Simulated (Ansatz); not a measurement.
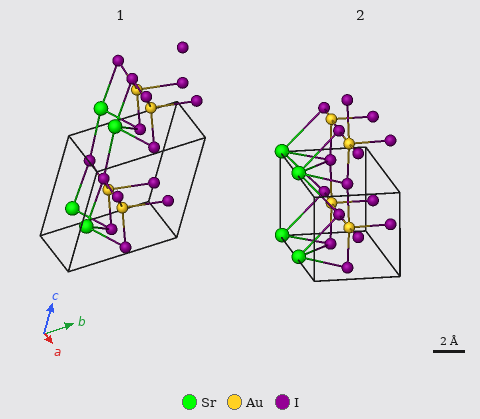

Two geometries of solid SrAuI₃ (built on the KZnF3-221 type type), drawn at one scale. One is the start of a relaxation, the other its converged end. Style: ball-and-stick. Shown: the cell of the calculation, repeated 1 × 1 × 2 with one cell outlined, slightly off an axis.

Method: DFT, PBEsol, plane waves, PAW in Ansatz. (plane-wave cutoff 420 eV; k-point mesh 2 × 4 × 4; occupations fermi dirac; smearing width 0.05 eV; no spin polarisation; cell and atoms relaxed; force threshold 0.01 eV/Å; at most 120 steps)

Which of the two is the end point?

Answer. Structure 1 is the relaxed one. Case: shaken. A Sr atom moves most relative to the cell: 2.55 Å along [0 1 1]. Largest moves by element: Sr 2.55 Å, I 1.71 Å, Au 0.91 Å. The drawn cell changes as follows: a 11.364 → 9.050 Å (−20.4 %), b 5.671 → 7.413 Å (+30.7 %), c 5.619 → 6.869 Å (+22.2 %), α 90.1° → 59.2°, β 90.3° → 90.0°, γ 91.1° → 90.0°; the volume changes by +9.3 %. Near-neighbour distances that change, for instance: I–Sr 4.062 → 9.557 Å, I–Sr 4.191 → 9.557 Å, I–Sr 3.936 → 7.984 Å, I–Sr 4.069 → 7.982 Å. Bonds break: Au–I (2.87 → 4.46 Å), Au–I (2.92 → 4.44 Å), Au–I (2.94 → 4.44 Å), Au–I (2.94 → 4.46 Å). Bond angles that change, for instance: I–Sr–I 90.2° → 172.4°, Sr–I–Sr 90.2° → 172.4°, Sr–I–Sr 93.2° → 172.4°. The space group stays P1 (No. 1). The energy falls by 2.790 eV per cell of the calculation in 31 accepted moves (36 points after the start). The largest force component goes from 0.85 to 0.0091 eV/Å. Pressure: −0.15 GPa at the start and 0.02 GPa at the end. The line search rejected the trial steps at points 13, 18 of the run. The SCF was repeated 3 times at an unchanged geometry on a basis and grid sized afresh for the cell, which shifted the energy by 0.214 eV per cell of the calculation at most. The run took 6.9 min on 1 × NVIDIA H100 80GB HBM3 with 2 threads of AMD EPYC 7R13 Processor (Zen 3), with other jobs on the host, peak memory 1.5 GiB.
